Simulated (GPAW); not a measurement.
## A 4-layer slab of Al(100) in an electric field

Wanted: the out-of-plane polarisability of a 4-layer slab of Al(100).

Method: GPAW, PAW setups; slab in vacuum, in GPAW 26.7.0.

### Step 1. Starting point

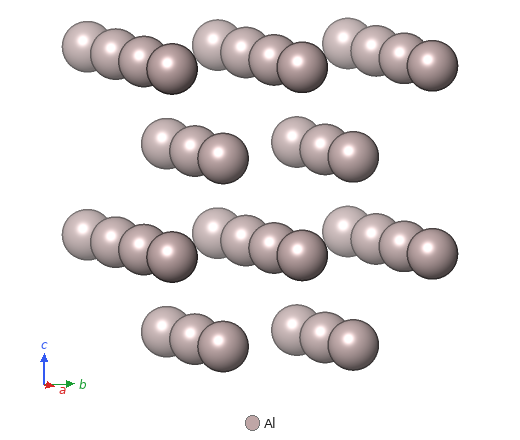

Start, viewed from the side, with the c axis up; aluminium light grey. 3×2×1 cells are drawn. Some periodic images of atoms are drawn too.

The cell holds 4 atoms: 4 Al. Its edges and angles: a = 2.864 Å, b = 2.864 Å, c = 20.075 Å, α = 90.0°, β = 90.0°, γ = 90.0°. Vacuum lies along c.

As a file:

```
Al
1.0
     2.86378    0.00000    0.00000
     0.00000    2.86378    0.00000
     0.00000    0.00000   20.07500
Al
4
Cartesian
  1.4319 1.4319 7.0000
  0.0000 0.0000 9.0250
  1.4319 1.4319 11.0500
  0.0000 0.0000 13.0750
```

### Step 2. Relaxation

Forces are removed first; all later runs use this geometry. The lowest 2 atoms are held at bulk positions and keep their forces.

File run.py:

```python
import json
import numpy as np
from ase import Atoms
from ase.constraints import FixAtoms
from ase.optimize import BFGS
from gpaw import GPAW, PW

slab = Atoms(
    ['Al', 'Al', 'Al', 'Al'],
    positions=[
        [1.43189, 1.43189, 7.00000],
        [0.00000, 0.00000, 9.02500],
        [1.43189, 1.43189, 11.05000],
        [0.00000, 0.00000, 13.07500]],
    cell=[[2.86378, 0.0, 0.0], [0.0, 2.86378, 0.0], [0.0, 0.0, 20.075]],
    pbc=[True, True, False])

slab.calc = GPAW(mode=PW(400), xc='PBE', kpts={'size': (11, 11, 1), 'gamma': True},
                 occupations={'name': 'fermi-dirac', 'width': 0.1}, nbands='140%',
                 convergence={'density': 0.0001}, maxiter=200,
                 poissonsolver={'dipolelayer': 'xy'},
                 symmetry={'tolerance': 1e-3, 'extra_ids': [1, 1, 0, 0]}, txt='slab.txt')
result = {}
slab.set_constraint(FixAtoms([0, 1]))
path = []
opt = BFGS(slab, maxstep=0.2)
opt.attach(lambda: path.append((slab.get_potential_energy(), slab.positions.tolist(), slab.get_forces().tolist())))
result['relaxed'] = bool(opt.run(fmax=0.05, steps=30))
result['path'] = path
energy = slab.get_potential_energy()
fermi = slab.calc.get_fermi_level()
v = slab.calc.get_electrostatic_potential().mean((0, 1)) - fermi
n = slab.calc.get_pseudo_density().mean((0, 1))
L = slab.cell[2, 2]
z = np.arange(len(v)) * L / len(v)
low, high = slab.positions[:, 2].min(), slab.positions[:, 2].max()
below, above = np.interp([low - 4.8, high + 4.8], z, v)
slopes = [np.interp(x, z, np.gradient(v, z)) for x in (low - 4.8, high + 4.8)]
eps = np.array([[slab.calc.get_eigenvalues(k, s) for k in range(len(slab.calc.get_ibz_k_points()))]
                for s in range(slab.calc.get_number_of_spins())]) - fermi
top, bottom = eps[eps < 0].max(), eps[eps > 0].min()
dipole = slab.get_dipole_moment()[2]
print(f'energy {energy:.4f} eV, Fermi level {fermi:.4f} eV, dipole {dipole:.5f} e A')
print(f'potential 4.8 A off the faces, from the Fermi level: lower {below:.4f} eV, upper {above:.4f} eV')
print(f'slope of the potential there: lower {slopes[0]:.5f}, upper {slopes[1]:.5f} eV/A')
print(f'nearest levels on the mesh: {top:.4f} and {bottom:.4f} eV')
print('magnetic moment', round(slab.get_magnetic_moment(), 3))
result.update(energy=energy, fermi=fermi, dipole=dipole, below=below, above=above, slopes=slopes, edges=[top, bottom],
              z=z.tolist(), v=v.tolist(), n=n.tolist(), positions=slab.positions.tolist(),
              forces=slab.get_forces(apply_constraint=False).tolist(), moments=slab.get_magnetic_moments().tolist())
json.dump(result, open('result.json', 'w'))
```

Command:

```sh
$ OMP_NUM_THREADS=1 OPENBLAS_NUM_THREADS=1 python run.py
```

The program printed:

```text
Step          Energy          fmax
BFGS:    0      -13.983519        0.180311
BFGS:    1      -13.983999        0.170800
BFGS:    2      -13.988449        0.081752
BFGS:    3      -13.988870        0.109178
BFGS:    4      -13.989149        0.115055
BFGS:    5      -13.990077        0.115014
BFGS:    6      -13.990894        0.086642
BFGS:    7      -13.991697        0.026422
energy -13.9591 eV, Fermi level 0.4116 eV, dipole 0.00138 e A
potential 4.8 A off the faces, from the Fermi level: lower 4.2852 eV, upper 4.2574 eV
slope of the potential there: lower -0.00066, upper 0.00064 eV/A
nearest levels on the mesh: -0.0327 and 0.0028 eV
magnetic moment 0.0
```

Elapsed: 61 s, on 1 thread of Arm Neoverse V2, shared host; peak memory 0.17 GiB.

The steps of the relaxation:

```
step  energy less that of the first step (eV)  largest force (eV/Å)
   1                                   0.0000                0.1803
   2                                  -0.0005                0.1708
   3                                  -0.0055                0.0818
   4                                  -0.0062                0.1092
   5                                  -0.0065                0.1151
   6                                  -0.0077                0.1150
   7                                  -0.0085                0.0866
   8                                  -0.0092                0.0264
```

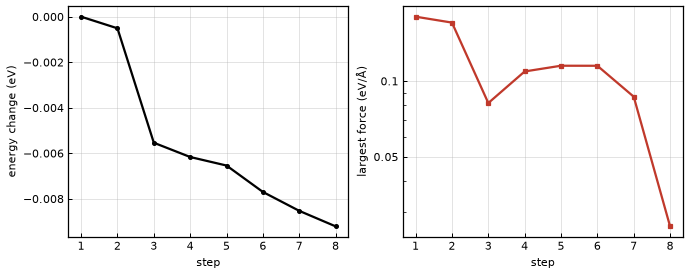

Energy and largest force along the relaxation.

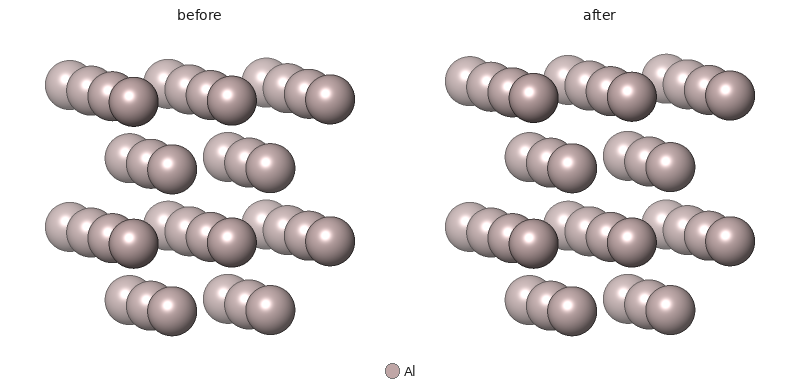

Before and after, at one scale.

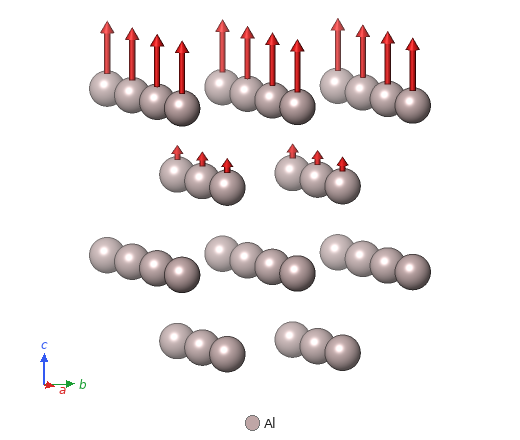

Displacements in the relaxation, exaggerated; the longest in the cell stands for 0.11 Å. 3×2×1 cells are drawn. Some periodic images of atoms are drawn too.

The atoms that moved most (Å):

```
atom     dx     dy     dz  length
 Al4  0.000  0.000  0.111   0.111
 Al3  0.000  0.000  0.031   0.031
```

The relaxed structure:

```
Al
1.0
     2.86378    0.00000    0.00000
     0.00000    2.86378    0.00000
     0.00000    0.00000   20.07500
Al
4
Direct
  0.50000 0.50000 0.34869
  0.00000 0.00000 0.44956
  0.50000 0.50000 0.55198
  0.00000 0.00000 0.65682
```

Numbers from this step:

```
dipole along the normal                    : 0.001381 e·Å
levels nearest the Fermi level on the mesh : -0.03266, 0.002830 eV from the Fermi level
upper work function                        : 4.257 eV
lower work function                        : 4.285 eV
```

The electrostatic potential energy of an electron (without an applied field's), less the Fermi level, planar mean oscillates, so the rows of the table below give means over windows of 2 Å about each position, cut where the curve ends. Its maxima inside the range that stand out by 2 % of the span (Å: eV): 8.1: -2.10, 10.0: -1.81, 12.1: -1.53. Its minima: 7.0: -13.4, 9.0: -13.5, 11.1: -13.5, 13.2: -13.4.

The electrostatic potential energy of an electron (without an applied field's), less the Fermi level, planar mean by z; means over each step:

```
z (Å)  electrostatic potential energy of an electron (without an applied field's), less the Fermi level, planar mean (eV)
    0                                                                                                                4.28
    2                                                                                                                4.29
    4                                                                                                                4.22
    6                                                                                                               -1.79
    8                                                                                                               -7.06
   10                                                                                                               -6.82
   12                                                                                                               -6.48
   14                                                                                                               -3.33
   16                                                                                                                4.16
   18                                                                                                                4.26
```

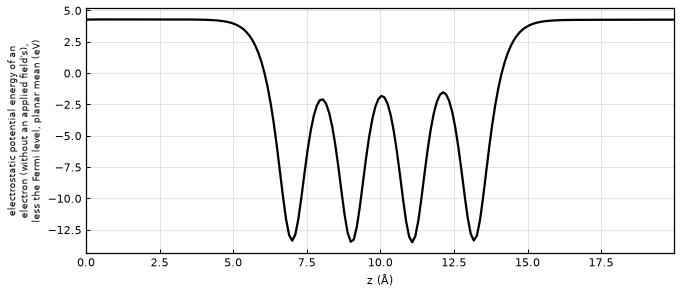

Electrostatic potential energy of an electron (without an applied field's), less the Fermi level, planar mean against z.

The pseudo valence density, planar mean oscillates, so the rows of the table below give means over windows of 2 Å about each position, cut where the curve ends. Its maxima inside the range that stand out by 2 % of the span (Å: e/Å³): 6.5: 0.159, 8.4: 0.199, 10.5: 0.196, 11.7: 0.191, 12.5: 0.189, 13.6: 0.162. Its minima: 6.9: 0.131, 9.0: 0.131, 11.1: 0.128, 12.1: 0.183, 13.2: 0.126.

Table of pseudo valence density, planar mean by z; means over each step:

```
z (Å)  pseudo valence density, planar mean (e/Å³)
    2                                      1.4e-5
    4                                     0.00235
    6                                      0.0899
    8                                       0.180
   10                                       0.179
   12                                       0.175
   14                                       0.101
   16                                     0.00374
   18                                      2.2e-5
```

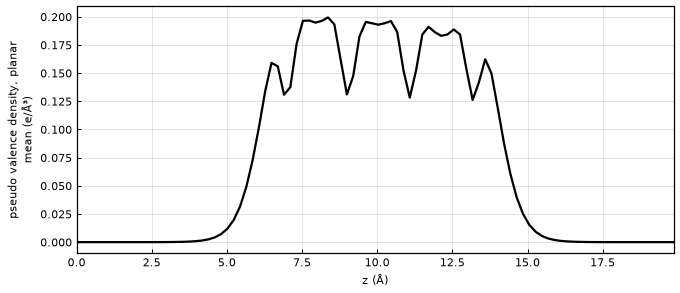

Pseudo valence density, planar mean, plotted against z.

The relaxation lowered the energy of the cell by 0.00921 eV (energies extrapolated to zero smearing; the optimiser's log prints free energies). The largest force left on a free atom is 0.026 eV/Å.

### Step 3. Plane waves, PBE

The work function is the vacuum plateau of the electrostatic potential less the Fermi level; a dipole layer lets the two faces have plateaus of their own.

run.py: that of step 2 with these lines changed.

```diff
@@ -3,4 +3,2 @@
 from ase import Atoms
-from ase.constraints import FixAtoms
-from ase.optimize import BFGS
 from gpaw import GPAW, PW
@@ -12,4 +10,4 @@
         [0.00000, 0.00000, 9.02500],
-        [1.43189, 1.43189, 11.05000],
-        [0.00000, 0.00000, 13.07500]],
+        [1.43189, 1.43189, 11.08107],
+        [-0.00000, 0.00000, 13.18557]],
     cell=[[2.86378, 0.0, 0.0], [0.0, 2.86378, 0.0], [0.0, 0.0, 20.075]],
@@ -19,12 +17,6 @@
                  occupations={'name': 'fermi-dirac', 'width': 0.1}, nbands='140%',
-                 convergence={'density': 0.0001}, maxiter=200,
+                 convergence={'density': 1e-05}, maxiter=200,
                  poissonsolver={'dipolelayer': 'xy'},
-                 symmetry={'tolerance': 1e-3, 'extra_ids': [1, 1, 0, 0]}, txt='slab.txt')
+                 symmetry={'tolerance': 1e-3}, txt='slab.txt')
 result = {}
-slab.set_constraint(FixAtoms([0, 1]))
-path = []
-opt = BFGS(slab, maxstep=0.2)
-opt.attach(lambda: path.append((slab.get_potential_energy(), slab.positions.tolist(), slab.get_forces().tolist())))
-result['relaxed'] = bool(opt.run(fmax=0.05, steps=30))
-result['path'] = path
 energy = slab.get_potential_energy()
```

The program printed:

```text
energy -13.9591 eV, Fermi level 0.4114 eV, dipole 0.00122 e A
potential 4.8 A off the faces, from the Fermi level: lower 4.2852 eV, upper 4.2578 eV
slope of the potential there: lower -0.00063, upper 0.00061 eV/A
nearest levels on the mesh: -0.0326 and 0.0028 eV
magnetic moment 0.0
```

The job ended after 11 s (1 thread; peak memory 0.16 GiB).

This step gave:

```
dipole along the normal                    : 0.001224 e·Å
levels nearest the Fermi level on the mesh : -0.03265, 0.002839 eV from the Fermi level
upper work function                        : 4.258 eV
```

The electrostatic potential energy of an electron (without an applied field's), less the Fermi level, planar mean oscillates, so the rows of the table below give means over windows of 2 Å about each position, cut where the curve ends. Its maxima inside the range that stand out by 2 % of the span (Å: eV): 8.1: -2.10, 10.0: -1.81, 12.1: -1.53. Its minima: 7.0: -13.4, 9.0: -13.5, 11.1: -13.5, 13.2: -13.4.

Electrostatic potential energy of an electron (without an applied field's), less the Fermi level, planar mean against z; means over each step:

(Unchanged from step 2.)

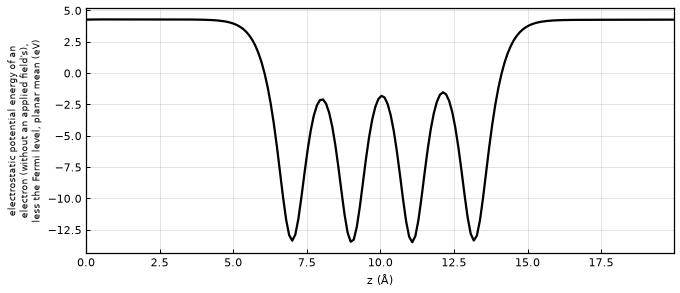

Electrostatic potential energy of an electron (without an applied field's), less the Fermi level, planar mean, plotted against z.

The pseudo valence density, planar mean oscillates, so the rows of the table below give means over windows of 2 Å about each position, cut where the curve ends. Its maxima inside the range that stand out by 2 % of the span (Å: e/Å³): 6.5: 0.159, 8.4: 0.199, 10.5: 0.196, 11.7: 0.191, 12.5: 0.189, 13.6: 0.162. Its minima: 6.9: 0.131, 9.0: 0.131, 11.1: 0.128, 12.1: 0.183, 13.2: 0.126.

The pseudo valence density, planar mean by z; means over each step:

(Unchanged from step 2.)

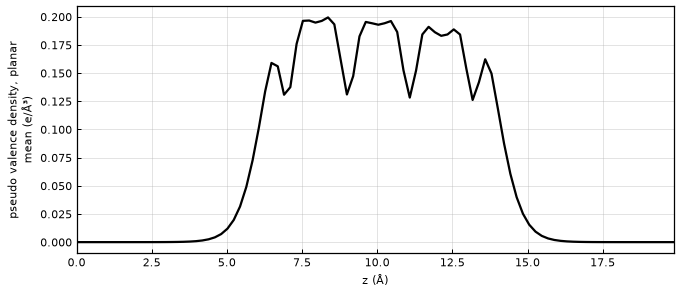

Pseudo valence density, planar mean against z.

Force by atom:

```
atom  x (eV/Å)  y (eV/Å)  z (eV/Å)   size
 Al1     0.000     0.000    -0.157  0.157
 Al2     0.000     0.000     0.153  0.153
 Al3     0.000     0.000     0.026  0.026
 Al4     0.000     0.000    -0.022  0.022
```

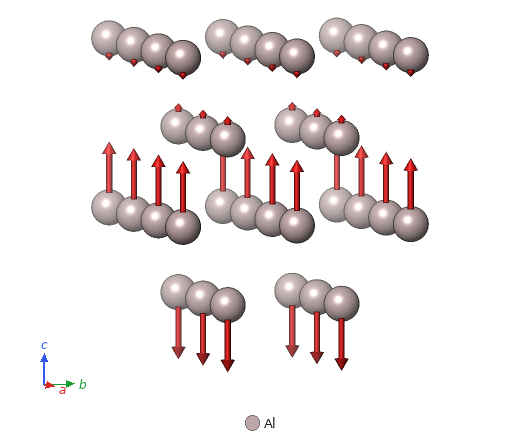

Force as arrows, the longest 0.157 eV/Å. 3×2×1 cells are drawn. Some periodic images of atoms are drawn too.

The potential is flat to 6.3e-4 eV/Å where it is read, so the vacuum is wide enough.

### Step 4. Field on

A uniform field along the normal polarises the slab; the atoms stay fixed, so this is the electronic response alone.

run.py: that of step 3 with these lines changed.

```diff
@@ -4,2 +4,3 @@
 from gpaw import GPAW, PW
+from gpaw.external import ConstantElectricField
 
@@ -19,2 +20,3 @@
                  poissonsolver={'dipolelayer': 'xy'},
+                 external=ConstantElectricField(-0.2, [0, 0, 1]),
                  symmetry={'tolerance': 1e-3}, txt='slab.txt')
```

The program printed:

```text
energy -13.9675 eV, Fermi level 0.4038 eV, dipole -0.08500 e A
potential 4.8 A off the faces, from the Fermi level: lower 3.3482 eV, upper 5.2234 eV
slope of the potential there: lower -0.00053, upper 0.00093 eV/A
nearest levels on the mesh: -0.0326 and 0.0027 eV
magnetic moment 0.0
```

Elapsed: 50 s, on 1 thread; peak memory 0.21 GiB.

This step gave:

```
dipole along the normal                                         : -0.08500 e·Å
levels nearest the Fermi level on the mesh                      : -0.03261, 0.002708 eV from the Fermi level
potential below the slab, the applied field's own ramp left out : 3.348 eV from the Fermi level
potential above the slab, the applied field's own ramp left out : 5.223 eV from the Fermi level
```

The electrostatic potential energy of an electron (without an applied field's), less the Fermi level, planar mean oscillates, so the rows of the table below give means over windows of 2.09 Å about each position, cut where the curve ends. Its maxima inside the range that stand out by 2 % of the span (Å: eV): 8.1: -2.50, 10.0: -1.81, 12.1: -1.11, 18.7: 5.22. Its minima: 7.0: -14.0, 9.0: -13.7, 11.1: -13.3, 13.2: -12.7.

The electrostatic potential energy of an electron (without an applied field's), less the Fermi level, planar mean by z; means over each step:

```
z (Å)  electrostatic potential energy of an electron (without an applied field's), less the Fermi level, planar mean (eV)
 1.04                                                                                                                3.43
 3.13                                                                                                                3.34
 5.22                                                                                                                2.01
 7.31                                                                                                               -7.43
 9.40                                                                                                               -7.09
11.49                                                                                                               -6.53
13.58                                                                                                               -4.87
15.67                                                                                                                4.96
17.77                                                                                                                5.22
19.85                                                                                                                5.15
```

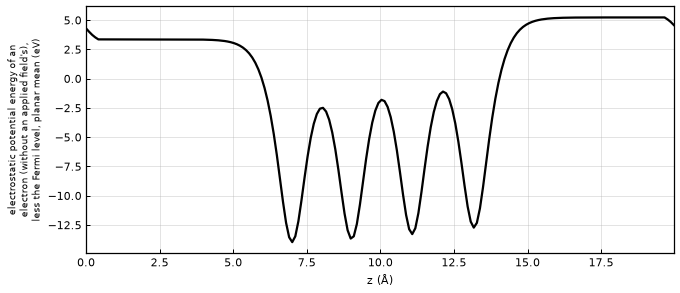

Electrostatic potential energy of an electron (without an applied field's), less the Fermi level, planar mean, plotted against z.

Force by atom:

```
atom  x (eV/Å)  y (eV/Å)  z (eV/Å)   size
 Al1     0.000     0.000    -0.160  0.160
 Al2     0.000     0.000     0.156  0.156
 Al3     0.000     0.000     0.029  0.029
 Al4     0.000     0.000    -0.025  0.025
```

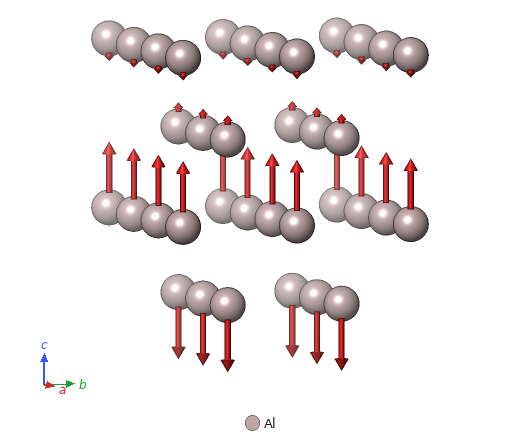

Force as arrows, the longest 0.160 eV/Å. 3×2×1 cells are drawn. Some periodic images of atoms are drawn too.

The dipole is now -0.0850 e Å, against 0.0012 in the run without a field.

### Step 5. In a field

run.py: that of step 4 with these lines changed.

```diff
@@ -20,3 +20,3 @@
                  poissonsolver={'dipolelayer': 'xy'},
-                 external=ConstantElectricField(-0.2, [0, 0, 1]),
+                 external=ConstantElectricField(-0.1, [0, 0, 1]),
                  symmetry={'tolerance': 1e-3}, txt='slab.txt')
```

The program printed:

```text
energy -13.9611 eV, Fermi level 0.4081 eV, dipole -0.04187 e A
potential 4.8 A off the faces, from the Fermi level: lower 3.8157 eV, upper 4.7394 eV
slope of the potential there: lower -0.00057, upper 0.00076 eV/A
nearest levels on the mesh: -0.0326 and 0.0028 eV
magnetic moment 0.0
```

Run time: 47 s. Hardware: 1 thread; peak memory 0.22 GiB.

Numbers from this step:

- dipole along the normal: -0.04187 e·Å
- levels nearest the Fermi level on the mesh: -0.03262, 0.002769 eV from the Fermi level
- potential below the slab, the applied field's own ramp left out: 3.816 eV from the Fermi level
- potential above the slab, the applied field's own ramp left out: 4.739 eV from the Fermi level

The electrostatic potential energy of an electron (without an applied field's), less the Fermi level, planar mean oscillates, so the rows of the table below give means over windows of 2 Å about each position, cut where the curve ends. Its maxima inside the range that stand out by 2 % of the span (Å: eV): 8.1: -2.30, 10.0: -1.81, 12.1: -1.32. Its minima: 7.0: -13.7, 9.0: -13.6, 11.1: -13.4, 13.2: -13.0.

Electrostatic potential energy of an electron (without an applied field's), less the Fermi level, planar mean against z; means over each step:

```
z (Å)  electrostatic potential energy of an electron (without an applied field's), less the Fermi level, planar mean (eV)
    0                                                                                                                3.90
    2                                                                                                                3.82
    4                                                                                                                3.76
    6                                                                                                               -2.18
    8                                                                                                               -7.26
   10                                                                                                               -6.83
   12                                                                                                               -6.29
   14                                                                                                               -2.94
   16                                                                                                                4.63
   18                                                                                                                4.74
```

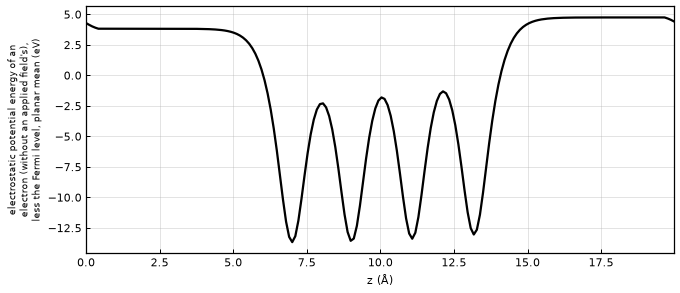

Electrostatic potential energy of an electron (without an applied field's), less the Fermi level, planar mean, plotted against z.

Force by atom:

```
atom  x (eV/Å)  y (eV/Å)  z (eV/Å)   size
 Al1     0.000     0.000    -0.159  0.159
 Al2     0.000     0.000     0.155  0.155
 Al3     0.000     0.000     0.028  0.028
 Al4     0.000     0.000    -0.024  0.024
```

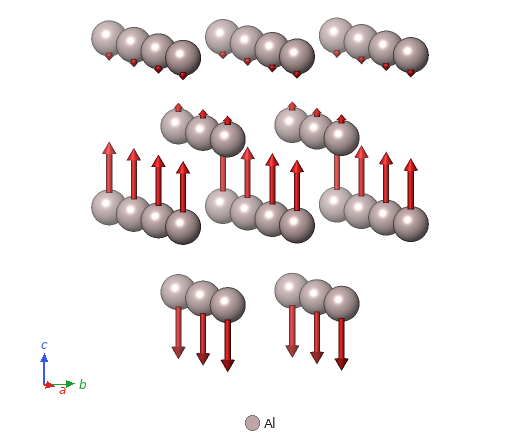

Force as arrows, the longest 0.159 eV/Å. 3×2×1 cells are drawn. Some periodic images of atoms are drawn too.

The dipole is now -0.0419 e Å, against 0.0012 in the run without a field.

### Step 6. In a field

run.py: that of step 5 with these lines changed.

```diff
@@ -20,3 +20,3 @@
                  poissonsolver={'dipolelayer': 'xy'},
-                 external=ConstantElectricField(-0.1, [0, 0, 1]),
+                 external=ConstantElectricField(-0.05, [0, 0, 1]),
                  symmetry={'tolerance': 1e-3}, txt='slab.txt')
```

The program printed:

```text
energy -13.9596 eV, Fermi level 0.4099 eV, dipole -0.02031 e A
potential 4.8 A off the faces, from the Fermi level: lower 4.0502 eV, upper 4.4984 eV
slope of the potential there: lower -0.00060, upper 0.00068 eV/A
nearest levels on the mesh: -0.0326 and 0.0028 eV
magnetic moment 0.0
```

Run time: 41 s. Hardware: 1 thread; peak memory 0.21 GiB.

(Part 1 of 2 ends here.)

[Logs are printed without paths, hosts, clocks, repeated set-up lines and the standing remarks that a program may print on its own settings, such as how far it seeks lower states.]

[Hosts, paths, dates, database ids (printed as entryN), source tags and the programs' standing remarks are cut or masked in the printed files.]
